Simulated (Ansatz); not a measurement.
**Pressure series in hypothetical diamond W**

Base system: W in the diamond structure (space group Fd-3m, No. 227; a = 5.755 Å; a hypothetical phase, not in the database extracts checked).

Cell and atoms are relaxed at each pressure.

The values are results of DFT with PBEsol, PAW potentials and a 420 eV plane-wave cutoff in Ansatz (a quantum-chemistry and plane-wave program), without spin-orbit coupling, not measurements.

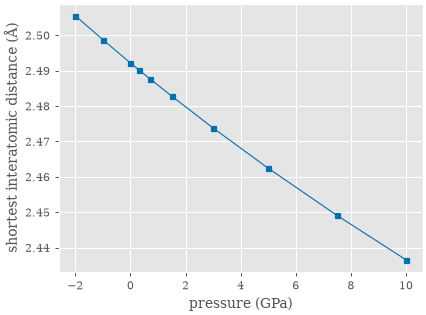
Fig. 1. Shortest interatomic distance against pressure

Question: From the plot, what is the shortest interatomic distance for pressure 0.3 GPa?

Answer: About 2.490 Å.

Question: Is the trend monotonic over the range shown?

Answer: Yes, it falls throughout, spanning 2.437 Å to 2.506 Å.

Load acts through the strain it causes; cell and atoms are relaxed under it. Whether these cells are dynamically stable was not tested. No other phases were tried under pressure. All final runs are without spin polarisation.
